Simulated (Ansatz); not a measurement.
# ClH4OSi2: the cost of one run

All numbers are computed with the Python package of Ansatz 0.2.0. The levels of theory stand in the script.

## (1) Starting point

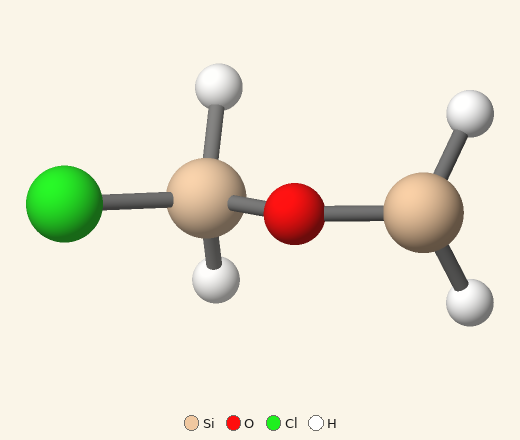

The structure that the script starts from, seen from a chosen angle (silicon light orange, oxygen red, chlorine green, hydrogen white).

No structure file is read: the coordinates are typed or built in the script.

## (2) The script

Contents of methods.py:

```python
"""One geometry of ClH4OSi2, method by method."""

import ansatz as az

molecule = (
    az.Crystal.molecule()
    .atom("Si", (0.0786, 1.2248, -1.422))
    .atom("O", (-0.5056, -0.0748, -0.6288))
    .atom("Si", (-0.2185, -0.8882, 0.7578))
    .atom("Cl", (-1.3954, -2.4699, 0.7977))
    .atom("H", (1.4807, 1.1115, -1.7283))
    .atom("H", (-0.1509, 2.4707, -0.5631))
    .atom("H", (-0.4388, -0.0387, 1.9592))
    .atom("H", (1.242, -1.3926, 0.7718))
)

setup = (
    molecule.calculation()
    .basis(gaussian="cc-pVDZ")
    .spin("collinear", total=1)
)

methods = ["mp2", "ccsd", "ccsd_t"]
reports = [setup.correlation(m).run(threads=1).report for m in methods]
print(f"Hartree-Fock reference {reports[0]['reference_energy_ev'] / 27.211386246:.6f} Ha")
best = reports[-1]["free_energy_ev"] - reports[-1]["reference_energy_ev"]
for method, each in zip(methods, reports):
    gained = each["free_energy_ev"] - each["reference_energy_ev"]
    print(f"{method:8s} total {each['free_energy_ev'] / 27.211386246:.6f} Ha  correlation {gained:9.4f} eV  ({100 * gained / best:.1f} % of the last)")
```

## (3) Running it

Launch:

```console
$ python methods.py
```

Q: Estimate wall time and peak memory on 1 thread of Arm Neoverse V2, shared host.

About 32 s, with a peak of 0.55 GiB.
